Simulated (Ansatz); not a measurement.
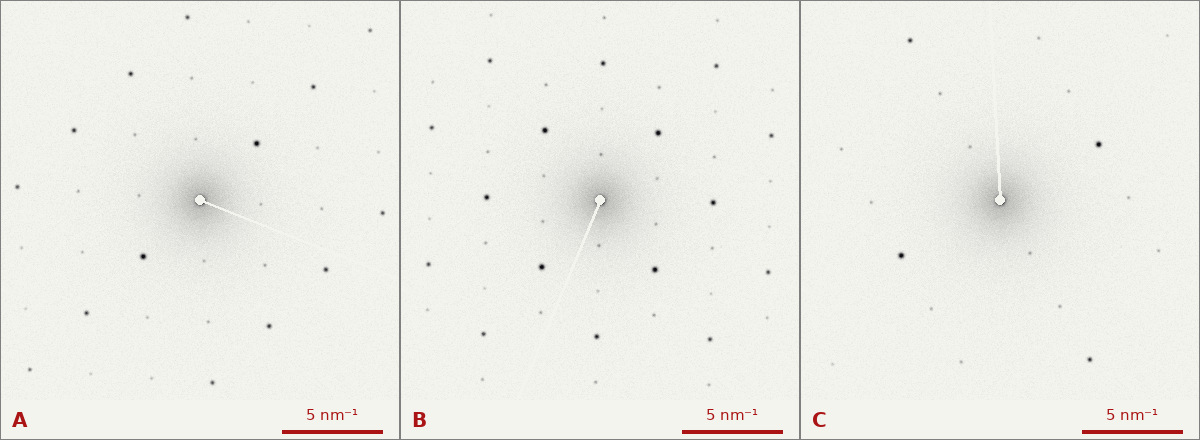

Kinematic zone-axis patterns, calculated for 300 keV electrons with B = 0.5 Å².

All three come from ZrAgAu, space group I4mm (No. 107), a = 3.53 Å, c = 8.78 Å. Structure: coordinates from a relaxation with DFT PBEsol, scalar-relativistic, plane waves, PAW (Ansatz 0.2.0); the starting structure was generated, so it need not be a known form of this composition.

```
Zr Ag Au
1.0
     3.53200    0.00000    0.00000
     0.00000    3.53200    0.00000
     0.00000    0.00000    8.77962
Zr Ag Au
2 2 2
Direct
  0.00000 0.00000 0.00227
  0.50000 0.50000 0.50227
  0.00000 0.00000 0.32879
  0.50000 0.50000 0.82879
  0.50000 0.50000 0.16894
  0.00000 0.00000 0.66894
```

Assign the zone axes [100], [101], [111] to A, B and C.

Answer. A is [111]: centred rectangular net of -1 0 1 (weak) at d = 3.28 Å and 0 -1 1 (weak) at d = 3.28 Å, at 82.0°. B is [100]: centred rectangular net of 0 0 2 (weak) at d = 4.39 Å and 0 1 1 (weak) at d = 3.28 Å, at 68.1°. C is [101]: rectangular net of 1 0 -1 (weak) at d = 3.28 Å and 0 2 0 at d = 1.77 Å, at 90.0°.
